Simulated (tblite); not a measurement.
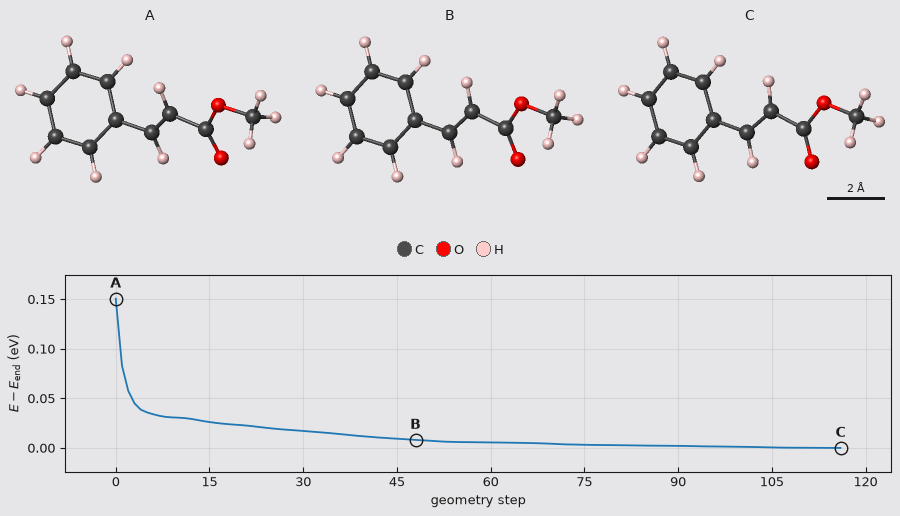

Frames of a relaxation of C10H10O2, marked on the history of the run. A ball-and-stick model, seen at a tilt.

The calculation used tblite, GFN2-xTB geometry optimisation, gas phase. 

What happens along the run?

Over 116 geometry steps the energy falls by 0.151 eV. The atom that moves furthest after the best rigid fit is an H atom (0.70 Å). By element the largest moves are H 0.70 Å, O 0.56 Å, C 0.29 Å. Among the contacts that change: C–O 1.439 → 1.418 Å, C–C 1.488 → 1.468 Å, C–C 1.398 → 1.381 Å, C–H 1.097 → 1.080 Å. Among the angles between lasting bonds that change: O–C–O 127.3° → 123.3°, C–C–C 123.8° → 127.6°, H–C–H 112.2° → 108.8°. Groups turn about C–C by about 35°. The run took 0.99 s on 2 threads of Intel(R) Xeon(R) Platinum 8488C (shared host). From step 0 to 48: an H atom moves most (0.46 Å), energy −0.143 eV. From step 48 to 116: an O atom moves most (0.36 Å), energy −0.008 eV.

```csv
step,"E − E(0), eV"
0,0.0000
1,-0.0678
2,-0.0930
3,-0.1057
4,-0.1120
5,-0.1148
6,-0.1167
7,-0.1182
8,-0.1193
9,-0.1198
10,-0.1201
16,-0.1253
21,-0.1281
27,-0.1321
32,-0.1345
38,-0.1380
43,-0.1405
49,-0.1429
55,-0.1447
60,-0.1451
66,-0.1457
71,-0.1468
77,-0.1476
83,-0.1481
88,-0.1484
94,-0.1490
99,-0.1494
105,-0.1501
110,-0.1504
116,-0.1506
```
